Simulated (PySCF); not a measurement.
**C$_{5}$H$_{14}$FNSi$_{2}$: density, localisation and related maps**

```yaml
atoms:
  - { symbol: N, position_ang: [-3.1457, 0.4708, 1.5386] }
  - { symbol: C, position_ang: [-2.7836, -0.2574, 0.3391] }
  - { symbol: C, position_ang: [-1.2847, -0.5536, 0.1637] }
  - { symbol: Si, position_ang: [-0.9839, -1.5788, -1.4159] }
  - { symbol: Si, position_ang: [-0.2448, 1.0465, 0.2530] }
  - { symbol: C, position_ang: [1.4843, 0.7100, -0.3976] }
  - { symbol: C, position_ang: [2.5645, 0.5874, 0.3578] }
  - { symbol: C, position_ang: [3.9404, 0.3217, -0.1651] }
  - { symbol: F, position_ang: [4.5981, -0.5885, 0.6323] }
  - { symbol: H, position_ang: [-2.7612, 1.4085, 1.5179] }
  - { symbol: H, position_ang: [-2.7718, 0.0018, 2.3572] }
  - { symbol: H, position_ang: [-3.1460, 0.3220, -0.5141] }
  - { symbol: H, position_ang: [-3.3427, -1.1989, 0.3621] }
  - { symbol: H, position_ang: [-0.9770, -1.1828, 1.0087] }
  - { symbol: H, position_ang: [0.4046, -2.0405, -1.4439] }
  - { symbol: H, position_ang: [-1.2606, -0.7587, -2.5980] }
  - { symbol: H, position_ang: [-1.8779, -2.7396, -1.4148] }
  - { symbol: H, position_ang: [-0.1312, 1.5344, 1.6377] }
  - { symbol: H, position_ang: [-0.8649, 2.0927, -0.5732] }
  - { symbol: H, position_ang: [1.5988, 0.6037, -1.4696] }
  - { symbol: H, position_ang: [2.5079, 0.6824, 1.4335] }
  - { symbol: H, position_ang: [3.9244, -0.0930, -1.1785] }
  - { symbol: H, position_ang: [4.5484, 1.2368, -0.1479] }
```

Geometry: GFN2-xTB.

Computed with PBE0/pcSseg-1, SCF density, gas phase, non-relativistic (PySCF 2.14.0).

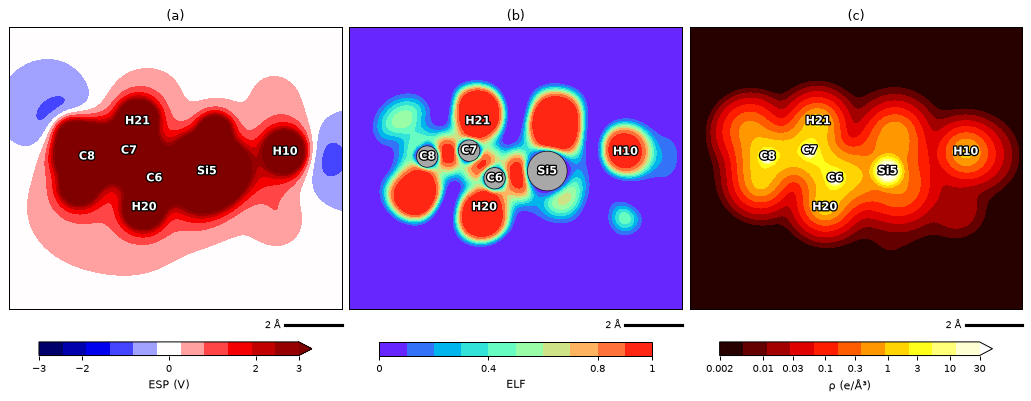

Figure 1. (a) molecular electrostatic potential; (b) ELF; (c) total electron density on the plane of atoms C7, C6 and H20. Grey discs cover the atomic cores in the ELF map.

Question: What does the map show?

Answer:
- The plane passes through Si, C and H nuclei.
- C–C (1.32 Å): the density is about 2.3 e/Å³ at the midpoint; the ELF peaks at about 0.90 between the atoms; a multiple bond.
- C–Si (1.88 Å): ρ is about 0.94 e/Å³ halfway; the ELF peaks at about 0.95 between the atoms; a covalent bond.
- C–C (1.50 Å): ρ at the midpoint is about 1.8 e/Å³; the ELF peaks at about 0.95 between the atoms; a covalent bond.
- C–H (1.08 Å): ρ at the midpoint is about 2.1 e/Å³; the ELF climbs to about 1 towards the hydrogen, as it does in any bond to H: an ordinary covalent bond to hydrogen.
- Outside the dense part of the molecule the potential is most negative (−1.0 V) near N1, which lies off the plane.

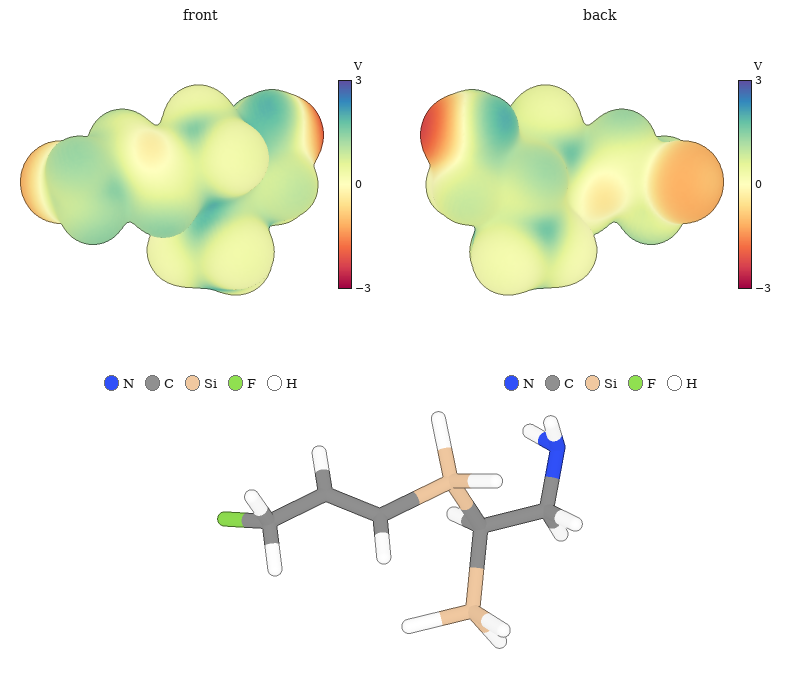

Figure 2. The molecular electrostatic potential painted on the density surface at 0.004 e/bohr³, seen from the front and from behind; red is negative and blue positive. The bare structure is drawn below in the same view.

Question: Where is the surface potential most negative and most positive?

Answer: The most negative region (about −2.1 V) lies over N1, the most positive (about +1.9 V) over Si4, Si5, H10 and H11. N1 is the likeliest acceptor of a hydrogen bond.

Question: What dipole moment does the calculation give?

Answer: Its dipole moment is 1.03 D.
